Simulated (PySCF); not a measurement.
# C5H6F2: NMR shifts and spin-spin couplings at several levels of theory, part 2 of 2

PySCF 2.14.0. Atoms count from 0. The steps go on from the part before.

## 8. Nuclear shieldings: PBE0/cc-pVTZ

What the job is given:

```
{"job": {"kind": "nmr", "xc": "PBE0", "basis": "cc-pVTZ", "pop": true}, "charge": 0, "multiplicity": 1}
F     -1.395706     1.351620    -0.716306
C     -1.722285     0.058478    -0.399788
C     -0.471347    -0.799059    -0.433529
F     -0.881946    -2.101558    -0.226868
C      0.534416    -0.399806     0.613452
C      2.009320    -0.408858     0.346615
C      1.452845     0.761556     0.385081
H     -2.461781    -0.321612    -1.124248
H     -2.170761     0.032547     0.608580
H     -0.013298    -0.728086    -1.436894
H      0.162628    -0.602161     1.633864
H      2.892629    -1.032699     0.239915
H      1.509159     1.844503     0.322806
```

Level: GIAO PBE0/cc-pVTZ NMR shielding, non-relativistic, gas phase.

The program printed:

```text
coarse grid: 11328 points
cycle   1  E = -393.3751548812  dE =  9.846e-01  |g| = 6.380e-01  |ddm| = 7.055e+00
cycle   2  E = -393.3252622676  dE =  4.989e-02  |g| = 8.925e-01  |ddm| = 1.867e+00
cycle   3  E = -393.4420687401  dE = -1.168e-01  |g| = 6.856e-02  |ddm| = 1.073e+00
cycle   4  E = -393.4427844903  dE = -7.158e-04  |g| = 3.350e-02  |ddm| = 1.531e-01
cycle   5  E = -393.4430356978  dE = -2.512e-04  |g| = 8.068e-03  |ddm| = 6.010e-02
cycle   6  E = -393.4430460450  dE = -1.035e-05  |g| = 4.283e-03  |ddm| = 1.523e-02
cycle   7  E = -393.4430501378  dE = -4.093e-06  |g| = 8.497e-04  |ddm| = 6.151e-03
final grid: 111480 points
cycle   8  E = -393.4387638524  dE = -8.150e-05  |g| = 8.398e-03  |ddm| = 1.104e-01
cycle   9  E = -393.4387535598  dE =  1.029e-05  |g| = 1.150e-02  |ddm| = 2.874e-02
cycle  10  E = -393.4387784436  dE = -2.488e-05  |g| = 1.208e-03  |ddm| = 1.521e-02
cycle  11  E = -393.4387786793  dE = -2.358e-07  |g| = 3.486e-04  |ddm| = 2.266e-03
cycle  12  E = -393.4387787004  dE = -2.107e-08  |g| = 1.504e-04  |ddm| = 6.124e-04
cycle  13  E = -393.4387787054  dE = -5.020e-09  |g| = 3.957e-05  |ddm| = 2.345e-04
cycle  14  E = -393.4387787058  dE = -3.433e-10  |g| = 8.589e-06  |ddm| = 5.864e-05
converged SCF energy = -393.4387787058

GIAO shielding tensors (ppm)
atom      isotropic    diamagn.    paramagn.     s11        s22        s33       span
  0 F      432.143     472.194     -40.051    406.589    425.505    464.334     57.745
  1 C      103.056     236.261    -133.205     71.152     81.647    156.367     85.215
  2 C       89.314     241.287    -151.973     61.257     80.423    126.261     65.004
  3 F      393.322     467.294     -73.972    376.144    382.668    421.156     45.012
  4 C      165.050     246.059     -81.008    121.409    129.157    244.585    123.175
  5 C       66.807     256.760    -189.952    -73.288     89.314    184.396    257.684
  6 C       68.741     253.793    -185.052    -72.845     97.399    181.670    254.514
  7 H       26.865      28.363      -1.498     23.350     27.363     29.881      6.531
  8 H       27.085      29.178      -2.093     24.269     27.102     29.885      5.616
  9 H       27.741      30.729      -2.988     25.759     28.065     29.399      3.640
 10 H       29.625      30.799      -1.174     24.529     27.243     37.104     12.575
 11 H       23.710      29.981      -6.271     20.504     24.636     25.991      5.488
 12 H       23.970      29.894      -5.924     21.049     24.430     26.431      5.382
```

Wall time 40 s (1 thread of Arm Neoverse V2, shared host); peak memory 1 GiB.

Key values: δ C5 120.5, C6 118.6, C2 98.0, C1 84.2, H11 7.58, H12 7.32 ppm.

## 9. NMR shieldings: PBE0/aug-cc-pVDZ

The job, as its differences from that of step 8:

```diff
@@ -1,2 +1,2 @@
-{"job": {"kind": "nmr", "xc": "PBE0", "basis": "cc-pVTZ", "pop": true}, "charge": 0, "multiplicity": 1}
+{"job": {"kind": "nmr", "xc": "PBE0", "basis": "aug-cc-pVDZ", "pop": true}, "charge": 0, "multiplicity": 1}
 F     -1.395706     1.351620    -0.716306
```

Level: GIAO PBE0/aug-cc-pVDZ NMR shielding, non-relativistic, gas phase.

The program printed:

```text
coarse grid: 11328 points
cycle   1  E = -393.2794279523  dE =  1.015e+00  |g| = 5.653e-01  |ddm| = 9.054e+00
cycle   2  E = -393.2358183044  dE =  4.361e-02  |g| = 7.883e-01  |ddm| = 2.058e+00
cycle   3  E = -393.3377321128  dE = -1.019e-01  |g| = 6.278e-02  |ddm| = 1.029e+00
cycle   4  E = -393.3383825690  dE = -6.505e-04  |g| = 2.751e-02  |ddm| = 1.734e-01
cycle   5  E = -393.3385651221  dE = -1.826e-04  |g| = 6.841e-03  |ddm| = 7.528e-02
cycle   6  E = -393.3385725310  dE = -7.409e-06  |g| = 3.903e-03  |ddm| = 1.876e-02
cycle   7  E = -393.3385761374  dE = -3.606e-06  |g| = 6.728e-04  |ddm| = 7.546e-03
final grid: 111480 points
cycle   8  E = -393.3484899806  dE = -3.427e-05  |g| = 8.604e-03  |ddm| = 1.803e-01
cycle   9  E = -393.3484779454  dE =  1.204e-05  |g| = 1.199e-02  |ddm| = 4.178e-02
cycle  10  E = -393.3485066661  dE = -2.872e-05  |g| = 1.115e-03  |ddm| = 1.983e-02
cycle  11  E = -393.3485069211  dE = -2.550e-07  |g| = 2.028e-04  |ddm| = 2.765e-03
cycle  12  E = -393.3485069281  dE = -7.003e-09  |g| = 8.011e-05  |ddm| = 5.017e-04
cycle  13  E = -393.3485069293  dE = -1.222e-09  |g| = 3.711e-05  |ddm| = 1.995e-04
cycle  14  E = -393.3485069296  dE = -3.328e-10  |g| = 8.668e-06  |ddm| = 7.600e-05
converged SCF energy = -393.3485069296

GIAO shielding tensors (ppm)
atom      isotropic    diamagn.    paramagn.     s11        s22        s33       span
  0 F      433.803     468.035     -34.232    408.841    426.582    465.985     57.144
  1 C      114.922     220.512    -105.590     82.917     94.279    167.570     84.653
  2 C      100.595     221.370    -120.775     73.336     92.347    136.102     62.766
  3 F      399.948     483.345     -83.397    381.120    392.200    426.524     45.404
  4 C      173.128     192.265     -19.138    130.496    139.548    249.339    118.842
  5 C       80.039     262.110    -182.071    -51.354     97.699    193.773    245.127
  6 C       82.233     254.300    -172.066    -50.573    106.307    190.966    241.539
  7 H       26.825      27.884      -1.059     23.252     27.344     29.878      6.626
  8 H       27.030      27.771      -0.741     24.193     26.984     29.912      5.720
  9 H       27.748      28.878      -1.130     25.664     28.121     29.461      3.797
 10 H       29.623      29.512       0.111     24.474     27.284     37.112     12.637
 11 H       23.753      32.771      -9.018     20.547     24.911     25.801      5.254
 12 H       23.998      34.119     -10.122     21.098     24.691     26.204      5.105
```

It took 26 s on 1 thread of Arm Neoverse V2, shared host; peak memory 0.95 GiB.

This run: δ C5 115.1, C6 112.9, C2 94.5, C1 80.2, H11 7.64, H12 7.40 ppm.

## 10. NMR shieldings: PBE0/IGLO-III

The job, as its differences from that of step 9:

```diff
@@ -1,2 +1,2 @@
-{"job": {"kind": "nmr", "xc": "PBE0", "basis": "aug-cc-pVDZ", "pop": true}, "charge": 0, "multiplicity": 1}
+{"job": {"kind": "nmr", "xc": "PBE0", "basis": "IGLO-III", "pop": true}, "charge": 0, "multiplicity": 1}
 F     -1.395706     1.351620    -0.716306
```

Method: GIAO PBE0/IGLO-III NMR shielding, non-relativistic, gas phase.

The program printed:

```text
coarse grid: 11328 points
cycle   1  E = -393.3885910002  dE =  9.903e-01  |g| = 6.390e-01  |ddm| = 2.438e+00
cycle   2  E = -393.3334164665  dE =  5.517e-02  |g| = 9.111e-01  |ddm| = 8.818e-01
cycle   3  E = -393.4549098214  dE = -1.215e-01  |g| = 6.967e-02  |ddm| = 5.352e-01
cycle   4  E = -393.4555824973  dE = -6.727e-04  |g| = 3.491e-02  |ddm| = 5.264e-02
cycle   5  E = -393.4558578933  dE = -2.754e-04  |g| = 8.087e-03  |ddm| = 2.535e-02
cycle   6  E = -393.4558677972  dE = -9.904e-06  |g| = 4.474e-03  |ddm| = 6.542e-03
cycle   7  E = -393.4558722414  dE = -4.444e-06  |g| = 8.367e-04  |ddm| = 2.613e-03
final grid: 111480 points
cycle   8  E = -393.4624347396  dE = -1.051e-04  |g| = 7.962e-03  |ddm| = 6.653e-02
cycle   9  E = -393.4624259133  dE =  8.826e-06  |g| = 1.073e-02  |ddm| = 1.025e-02
cycle  10  E = -393.4624479618  dE = -2.205e-05  |g| = 1.254e-03  |ddm| = 5.226e-03
cycle  11  E = -393.4624482019  dE = -2.402e-07  |g| = 4.179e-04  |ddm| = 9.994e-04
cycle  12  E = -393.4624482322  dE = -3.030e-08  |g| = 1.708e-04  |ddm| = 3.071e-04
cycle  13  E = -393.4624482386  dE = -6.423e-09  |g| = 4.312e-05  |ddm| = 1.073e-04
cycle  14  E = -393.4624482390  dE = -4.009e-10  |g| = 8.687e-06  |ddm| = 2.776e-05
converged SCF energy = -393.4624482390

GIAO shielding tensors (ppm)
atom      isotropic    diamagn.    paramagn.     s11        s22        s33       span
  0 F      431.410     466.640     -35.231    404.428    423.545    466.255     61.827
  1 C       97.558     242.879    -145.321     64.495     75.327    152.851     88.356
  2 C       83.156     247.321    -164.165     54.164     74.307    120.996     66.832
  3 F      393.586     462.221     -68.635    373.835    384.405    422.518     48.684
  4 C      161.252     243.151     -81.898    115.768    123.946    244.043    128.275
  5 C       59.749     265.163    -205.414    -84.995     82.664    181.577    266.572
  6 C       61.853     260.534    -198.682    -84.546     91.481    178.623    263.170
  7 H       26.884      26.961      -0.077     23.338     27.403     29.912      6.574
  8 H       27.082      28.805      -1.723     24.213     27.106     29.926      5.713
  9 H       27.733      30.117      -2.384     25.713     28.019     29.468      3.755
 10 H       29.613      30.510      -0.897     24.412     27.293     37.135     12.722
 11 H       23.801      30.485      -6.684     20.671     24.761     25.970      5.299
 12 H       24.045      30.163      -6.118     21.194     24.556     26.383      5.189
```

Run time: 42 s. Hardware: 1 thread of Arm Neoverse V2, shared host; peak memory 1.1 GiB.

In short: δ C5 124.0, C6 121.9, C2 100.6, C1 86.2, H11 7.57, H12 7.33 ppm.

## 11. Shielding tensors: PBE0/pcSseg-0

The job, as its differences from that of step 10:

```diff
@@ -1,2 +1,2 @@
-{"job": {"kind": "nmr", "xc": "PBE0", "basis": "IGLO-III", "pop": true}, "charge": 0, "multiplicity": 1}
+{"job": {"kind": "nmr", "xc": "PBE0", "basis": "pcSseg-0", "pop": true}, "charge": 0, "multiplicity": 1}
 F     -1.395706     1.351620    -0.716306
```

Method: GIAO PBE0/pcSseg-0 NMR shielding, non-relativistic, gas phase.

The program printed:

```text
coarse grid: 11328 points
cycle   1  E = -392.3875033872  dE =  9.823e-01  |g| = 5.557e-01  |ddm| = 3.743e+00
cycle   2  E = -392.3503211280  dE =  3.718e-02  |g| = 7.748e-01  |ddm| = 1.351e+00
cycle   3  E = -392.4439581203  dE = -9.364e-02  |g| = 2.784e-02  |ddm| = 7.376e-01
cycle   4  E = -392.4440486515  dE = -9.053e-05  |g| = 2.250e-02  |ddm| = 7.729e-02
cycle   5  E = -392.4441691982  dE = -1.205e-04  |g| = 5.673e-03  |ddm| = 3.309e-02
cycle   6  E = -392.4441760592  dE = -6.861e-06  |g| = 2.039e-03  |ddm| = 7.295e-03
final grid: 111480 points
cycle   7  E = -392.3788402011  dE = -1.935e-05  |g| = 5.169e-03  |ddm| = 2.098e-02
cycle   8  E = -392.3788322201  dE =  7.981e-06  |g| = 7.681e-03  |ddm| = 1.368e-02
cycle   9  E = -392.3788466496  dE = -1.443e-05  |g| = 1.357e-03  |ddm| = 8.669e-03
cycle  10  E = -392.3788471033  dE = -4.537e-07  |g| = 1.736e-04  |ddm| = 1.507e-03
cycle  11  E = -392.3788471079  dE = -4.622e-09  |g| = 8.504e-05  |ddm| = 2.622e-04
cycle  12  E = -392.3788471091  dE = -1.208e-09  |g| = 5.860e-06  |ddm| = 7.592e-05
cycle  13  E = -392.3788471091  dE = -4.547e-12  |g| = 2.629e-06  |ddm| = 1.299e-05
converged SCF energy = -392.3788471091

GIAO shielding tensors (ppm)
atom      isotropic    diamagn.    paramagn.     s11        s22        s33       span
  0 F      453.783     475.086     -21.303    395.227    463.250    502.872    107.645
  1 C      103.688     241.740    -138.052     67.578     83.966    159.521     91.943
  2 C       90.139     249.944    -159.804     60.578     78.133    131.708     71.131
  3 F      419.011     467.733     -48.722    381.890    417.748    457.396     75.507
  4 C      172.484     246.540     -74.057    124.465    140.527    252.460    127.995
  5 C       64.103     268.484    -204.381    -82.582     85.480    189.411    271.993
  6 C       65.960     260.668    -194.708    -82.145     92.105    187.920    270.065
  7 H       27.895      27.656       0.239     23.600     28.597     31.488      7.888
  8 H       27.955      27.799       0.157     24.572     28.447     30.847      6.275
  9 H       28.859      30.569      -1.710     26.769     29.087     30.721      3.952
 10 H       30.761      30.053       0.708     25.587     28.226     38.470     12.882
 11 H       25.633      30.028      -4.395     23.050     26.472     27.376      4.327
 12 H       25.966      28.227      -2.261     23.650     26.652     27.595      3.945
```

Wall time 5.5 s (1 thread of Arm Neoverse V2, shared host); peak memory 0.49 GiB.

In short: δ C5 129.4, C6 127.6, C2 103.4, C1 89.8, H11 7.20, H12 6.87 ppm.

## 12. J couplings: HF/pcJ-1

The job, as its differences from that of step 11:

```diff
@@ -1,2 +1,2 @@
-{"job": {"kind": "nmr", "xc": "PBE0", "basis": "pcSseg-0", "pop": true}, "charge": 0, "multiplicity": 1}
+{"job": {"kind": "j", "xc": "HF", "basis": "pcJ-1"}, "charge": 0, "multiplicity": 1}
 F     -1.395706     1.351620    -0.716306
```

Method: HF/pcJ-1 indirect spin-spin coupling, non-relativistic, gas phase.

The program printed:

```text
final grid: 111480 points
cycle   1  E = -391.4561514137  dE =  1.543e+00  |g| = 7.479e-01  |ddm| = 2.865e+00
cycle   2  E = -391.5597566896  dE = -1.036e-01  |g| = 4.331e-01  |ddm| = 7.160e-01
cycle   3  E = -391.5889403388  dE = -2.918e-02  |g| = 7.559e-02  |ddm| = 2.661e-01
cycle   4  E = -391.5905899330  dE = -1.650e-03  |g| = 1.693e-02  |ddm| = 9.556e-02
cycle   5  E = -391.5906775252  dE = -8.759e-05  |g| = 3.902e-03  |ddm| = 2.406e-02
cycle   6  E = -391.5906838261  dE = -6.301e-06  |g| = 1.418e-03  |ddm| = 6.550e-03
cycle   7  E = -391.5906847266  dE = -9.004e-07  |g| = 6.416e-04  |ddm| = 2.251e-03
cycle   8  E = -391.5906848881  dE = -1.616e-07  |g| = 1.514e-04  |ddm| = 8.946e-04
cycle   9  E = -391.5906849082  dE = -2.003e-08  |g| = 5.451e-05  |ddm| = 3.652e-04
cycle  10  E = -391.5906849106  dE = -2.459e-09  |g| = 2.289e-05  |ddm| = 1.165e-04
cycle  11  E = -391.5906849112  dE = -5.540e-10  |g| = 1.162e-05  |ddm| = 5.767e-05
converged SCF energy = -391.5906849112

Indirect spin-spin couplings (Hz)
  i      j    bonds     total        FC       PSO       DSO        SD
  0 F    1 C    1   -125.047  -175.533    27.774     0.754    21.958
  0 F    2 C    2     39.127    42.796    -3.758     0.138    -0.049
  0 F    3 F    3     18.471    26.272   -26.384    -1.426    20.008
  0 F    4 C    3     -2.071    -1.787    -0.183     0.098    -0.199
  0 F    5 C    4     12.033    13.859     0.231    -0.196    -1.861
  0 F    6 C    4     -7.373    -8.475    -0.487     0.185     1.404
  0 F    7 H    2     63.002    58.749     9.745    -1.233    -4.258
  0 F    8 H    2     64.019    59.827     9.589    -1.153    -4.244
  0 F    9 H    3     -0.101    -0.610     0.870     0.176    -0.537
  0 F   10 H    4     -0.299    -0.681     1.133    -0.574    -0.177
  0 F   11 H    5     -6.276    -6.759     0.981    -0.997     0.499
  0 F   12 H    5      9.068     8.420    -1.089     0.658     1.079
  1 C    2 C    1     78.698    79.020    -0.639     0.317         -
  1 C    3 F    2     57.739    62.152    -3.821     0.112    -0.704
  1 C    4 C    2     -4.823    -4.729    -0.155     0.061         -
  1 C    5 C    3      5.406     5.449     0.022    -0.065         -
  1 C    6 C    3      0.850     0.835     0.018    -0.004         -
  1 C    7 H    1    190.924   190.302    -0.453     1.075         -
  1 C    8 H    1    187.602   186.955    -0.455     1.101         -
  1 C    9 H    2    -12.020   -11.963    -0.114     0.057         -
  1 C   10 H    3      1.721     1.750    -0.120     0.090         -
  1 C   11 H    4      0.440     0.466     0.275    -0.300         -
  1 C   12 H    4      0.758     0.774     0.116    -0.132         -
  2 C    3 F    1   -119.616  -171.851    27.862     0.903    23.470
  2 C    4 C    1     87.564    88.408    -1.169     0.326         -
  2 C    5 C    2     -4.444    -4.327    -0.135     0.018         -
  2 C    6 C    2     -1.981    -1.631    -0.378     0.028         -
  2 C    7 H    2    -11.495   -11.445    -0.100     0.050         -
  2 C    8 H    2    -11.725   -11.736    -0.065     0.075         -
  2 C    9 H    1    188.408   187.831    -0.779     1.357         -
  2 C   10 H    2      1.628     1.693    -0.128     0.063         -
  2 C   11 H    3     -2.545    -2.500     0.132    -0.177         -
  2 C   12 H    3     -3.062    -2.999     0.085    -0.147         -
  3 F    4 C    2     38.697    38.755    -0.710     0.081     0.572
  3 F    5 C    3    -18.088   -15.095    -0.371    -0.123    -2.499
  3 F    6 C    3     40.058    38.031    -0.848    -0.331     3.206
  3 F    7 H    3     -0.174    -0.605     1.077     0.155    -0.802
  3 F    8 H    3     -2.771    -3.124     1.025    -0.055    -0.618
  3 F    9 H    2     59.552    56.309     8.491    -0.865    -4.383
  3 F   10 H    3      3.513     2.718     1.222     0.113    -0.540
  3 F   11 H    4     13.833    14.401     0.757    -0.546    -0.778
  3 F   12 H    4     -7.747    -7.626     1.119    -1.371     0.131
  4 C    5 C    1     40.176    40.957    -0.974     0.194         -
  4 C    6 C    1     30.470    31.285    -1.012     0.198         -
  4 C    7 H    3      9.787     9.829     0.344    -0.386         -
  4 C    8 H    3      5.588     5.578    -0.189     0.200         -
  4 C    9 H    2    -11.027   -10.995    -0.094     0.062         -
  4 C   10 H    1    203.257   201.963     0.160     1.134         -
  4 C   11 H    2      1.675     1.629     0.575    -0.529         -
  4 C   12 H    2      4.035     3.990     0.553    -0.507         -
  5 C    6 C    1    517.569   522.749    -5.328     0.148         -
  5 C    7 H    4      3.988     4.052     0.288    -0.351         -
  5 C    8 H    4      0.430     0.566     0.159    -0.296         -
  5 C    9 H    3      3.588     3.545    -0.120     0.163         -
  5 C   10 H    2      5.259     5.411     0.159    -0.311         -
  5 C   11 H    1    538.969   539.850    -1.597     0.715         -
  5 C   12 H    2   -265.879  -265.875     0.870    -0.874         -
  6 C    7 H    4     -3.110    -3.087     0.298    -0.321         -
  6 C    8 H    4     -1.407    -1.375     0.075    -0.107         -
  6 C    9 H    3      0.473     0.444    -0.074     0.103         -
  6 C   10 H    2    -20.342   -20.209     0.161    -0.294         -
  6 C   11 H    2   -264.917  -264.870     0.828    -0.875         -
  6 C   12 H    1    540.738   541.645    -1.663     0.756         -
  7 H    8 H    2    -23.320   -23.365     1.881    -1.836         -
  7 H    9 H    3      6.429     6.448     0.055    -0.074         -
  7 H   10 H    4     -0.662    -0.571     1.391    -1.482         -
  7 H   11 H    5     -1.741    -1.649     1.114    -1.206         -
  7 H   12 H    5      1.795     1.905     1.157    -1.267         -
  8 H    9 H    3     14.547    14.670     2.570    -2.692         -
  8 H   10 H    4     -0.516    -0.622    -1.429     1.535         -
  8 H   11 H    5     -0.825    -0.728     1.111    -1.208         -
  8 H   12 H    5      0.506     0.599     0.512    -0.604         -
  9 H   10 H    3      9.971    10.059     2.525    -2.614         -
  9 H   12 H    4      0.544     0.603     0.480    -0.539         -
 10 H   11 H    3    -11.375   -11.231     1.627    -1.771         -
 10 H   12 H    3      4.222     4.356     1.586    -1.721         -
 11 H   12 H    3    164.078   164.073     2.498    -2.492         -
```

Wall time 42 s (1 thread of Arm Neoverse V2, shared host); peak memory 0.94 GiB.

A normal end doesn't make this result sound: the reference is near a triplet instability, so Fermi-contact and spin-dipole terms are unreliable. Its HOMO lies at -10.15 eV, against -7.29 eV in step 3 (PBE0/6-31G*), a different level, so the two don't compare directly.

## 13. Side by side: NMR shifts

Shifts (ppm) of some atoms, chosen among heavy atoms and hydrogens apart, with basis size and wall time:

| run | C5 | C6 | C2 | H7 | H8 | F3 | F0 | functions | time |
| --- | --- | --- | --- | --- | --- | --- | --- | --- | --- |
| PBE0/6-31G* | 110.9 | 108.9 | 91.9 | 4.46 | 4.31 | -209.6 | -239.5 | 110 | 8.9 s |
| PBE0/6-311+G(2d,p) | 120.3 | 118.2 | 96.7 | 4.49 | 4.26 | -219.3 | -255.9 | 225 | 25 s |
| PBE0/def2-SVP | 115.0 | 113.2 | 93.5 | 4.26 | 4.09 | -197.1 | -227.4 | 128 | 11 s |
| PBE0/def2-TZVP | 121.3 | 119.1 | 99.3 | 4.43 | 4.22 | -213.9 | -252.8 | 253 | 32 s |
| PBE0/cc-pVDZ | 116.3 | 114.4 | 95.0 | 4.33 | 4.13 | -203.9 | -236.2 | 128 | 12 s |
| PBE0/cc-pVTZ | 120.5 | 118.6 | 98.0 | 4.43 | 4.21 | -210.7 | -249.5 | 294 | 40 s |
| PBE0/aug-cc-pVDZ | 115.1 | 112.9 | 94.5 | 4.57 | 4.37 | -205.8 | -239.7 | 215 | 26 s |
| PBE0/IGLO-III | 124.0 | 121.9 | 100.6 | 4.49 | 4.29 | -219.0 | -256.8 | 305 | 42 s |
| PBE0/pcSseg-0 | 129.4 | 127.6 | 103.4 | 4.94 | 4.88 | -240.6 | -275.4 | 75 | 5.5 s |

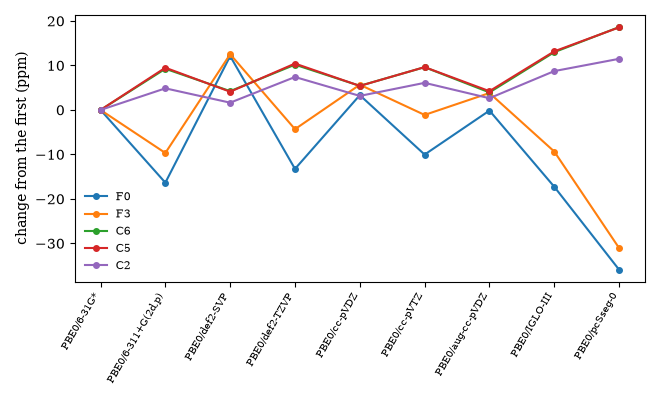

How five of the tabulated atoms move from run to run.

## 14. Outcome

This closing draws on all 2 parts.

| quantity | value |
| --- | --- |
| point group | C1 |
| rotational constants (main isotopes) | 3.41, 2.38, 1.50 GHz |
| ¹³C shifts against TMS (PBE0/6-31G*) | 110.9, 108.9, 91.9, 79.7, 21.4 ppm |
| ¹H shifts against TMS (PBE0/6-31G*) | 7.13, 6.90, 4.46, 4.31, 3.78, 1.76 ppm |
| ¹⁹F shifts against CFCl3 (PBE0/6-31G*) | -209.6, -239.5 ppm |
| range of the shift of F0 | -275.4 to -227.4 ppm |
| property runs in this session | 10, of which 0 failed and 1 gave unsound results |

What this shows: Single values in the summary come from the first sound run of each kind (PBE0/6-31G*), which need not be the best level. The start of the PBE0/def2-SVP relaxation was shaken at random by about 0.01 Å, so part of the energy gained, and of the first lengths quoted, undoes that. The optimisation took 7 steps and gained 0.101 eV; among the close pairs (by a distance rule), C1–H7 changed most, from 1.075 to 1.103 Å. No frequency check was run at this level, so the end point may be a saddle. Across the 9 runs the shift of F0 moves most, between -275.4 (PBE0/pcSseg-0) and -227.4 ppm (PBE0/def2-SVP). Most of that comes from the computed reference, not from the atom's own shielding.
